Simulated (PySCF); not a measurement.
# LuOCl: other functionals and bases at one geometry

Aim: see how levels, charges and forces of LuOCl depend on the level of theory. The structure is generated, not taken from experiment.

The runs use PySCF 2.14.0; several levels, as the steps say, no spin–orbit coupling.

1 further run of the same task is left out (for a known fault of the program).

### Step 1. Where the work starts

3 atoms, charge 0, spin multiplicity 1.

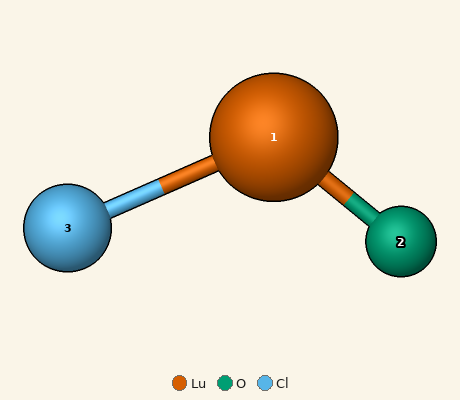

The structure; lutetium orange, oxygen teal, chlorine blue; atoms are numbered from 1 in the order of the file.

Geometry (Å):

```xyz
3
charge 0, multiplicity 1
Lu    0.21262    0.00000   -0.36056
O     1.71873    0.00000    0.61405
Cl   -1.91067    0.00000    0.87282
```

Formal oxidation states: Lu +3. Each metal's 14 4f electrons lie in its core potential, so multiplicities, spins and levels count the valence alone. An earlier session relaxed this geometry at PBE0, Lu lcecp-1-SVP with ECP60, O def2-SVP, Cl def2-SVP (singlet, point group Cs).

At PBE0 on the finer grid: E = -575.060337 Eh, HOMO -7.00 eV, LUMO -2.89 eV, Mulliken charge on Lu1 +0.77 e, largest force component 0.004 eV/Å. 

Levels to run: B3LYP; TPSSh; PBE0, TZVP. Hardware: 2 threads of Intel Xeon Platinum 8259CL at 2.50GHz (Skylake/Cascade Lake), shared host.

### Step 2. B3LYP

run.py (the lines that set the calculation) reads:

```python
mol = gto.M(atom='''
Lu     0.21262     0.00000    -0.36056
O      1.71873     0.00000     0.61405
Cl    -1.91067     0.00000     0.87282''',
    basis={'Lu': 'lcecp-1-SVP', 'O': 'def2-SVP', 'Cl': 'def2-SVP'},
    ecp={'Lu': 'lcecp-1-SVP'},
    charge=0, spin=0)
mf = dft.RKS(mol, xc='B3LYP')
mf.grids.atom_grid = (75, 302)  # f atoms: unpruned, at least (60, 302)
mf = mf.density_fit()  # fitting sets: Lu AutoAux, O def2-universal-JKFIT, Cl def2-universal-JKFIT
mf.conv_tol = 1e-08; mf.max_cycle = 55
mf.kernel(dm0)  # dm0: the density of the relaxed state
```

Command:

```bash
$ OMP_NUM_THREADS=2 python run.py
```

### Step 3. TPSSh

Changes to run.py (the lines that set the calculation) since step 2:

```diff
@@ -7,3 +7,3 @@
     charge=0, spin=0)
-mf = dft.RKS(mol, xc='B3LYP')
+mf = dft.RKS(mol, xc='TPSSH')
 mf.grids.atom_grid = (75, 302)  # f atoms: unpruned, at least (60, 302)
```

### Step 4. PBE0, TZVP

Basis: Lu lcecp-1-TZVP with ECP60, O def2-TZVP, Cl def2-TZVP. 

run.py (the lines that set the calculation) reads:

```python
mol = gto.M(atom='''
Lu     0.21262     0.00000    -0.36056
O      1.71873     0.00000     0.61405
Cl    -1.91067     0.00000     0.87282''',
    basis={'Lu': 'lcecp-1-TZVP', 'O': 'def2-TZVP', 'Cl': 'def2-TZVP'},
    ecp={'Lu': 'lcecp-1-TZVP'},
    charge=0, spin=0)
mf = dft.RKS(mol, xc='PBE0')
mf.grids.atom_grid = (75, 302)  # f atoms: unpruned, at least (60, 302)
mf = mf.density_fit()  # fitting sets: Lu AutoAux, O def2-universal-JKFIT, Cl def2-universal-JKFIT
mf.conv_tol = 1e-08; mf.max_cycle = 55
mf.kernel(dm0)  # dm0: free metal ions and neutral atoms
```

What does the calculation give? Wanted: for each run, HOMO; gap; charge on Lu1; dipole; largest force.

As calculated:

| level | state | HOMO (eV) | gap (eV) | charge on Lu1 (e) | dipole (D) | largest force (eV/Å) | basis functions | time |
| --- | --- | --- | --- | --- | --- | --- | --- | --- |
| PBE0 (relaxed here) | singlet | -7.00 | 4.11 | 0.77 | 7.37 | 0.00 | 65 | 5.9 s |
| B3LYP | singlet | -6.73 | 3.51 | 0.72 | 7.20 | 0.46 | 65 | 2.8 s |
| TPSSh | singlet | -6.16 | 3.07 | 0.78 | 7.23 | 0.51 | 65 | 4.2 s |
| PBE0, TZVP | singlet | -6.98 | 4.11 | 1.21 | 7.58 | 0.10 | 115 | 9 s |

Times are on 2 threads of Intel Xeon Platinum 8259CL at 2.50GHz (Skylake/Cascade Lake), shared host; the first row also made further properties.

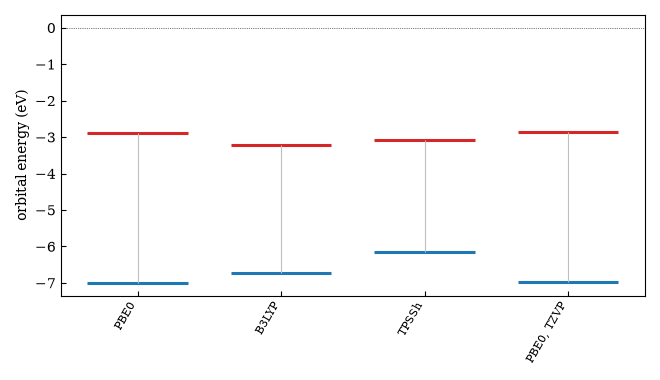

Highest filled and lowest empty level, method by method.

In one basis the HOMO–LUMO gap runs from 3.07 eV (TPSSh) to 4.11 eV (PBE0). The largest leftover force, 0.51 eV/Å with TPSSh, stands at a geometry relaxed at another level. The Mulliken charge on Lu spans +0.72 to +1.21 e over the levels. With 4f in the core, its levels are missing from HOMO and gap. Total energies of different levels can't be compared. Spin–orbit coupling is left out throughout.
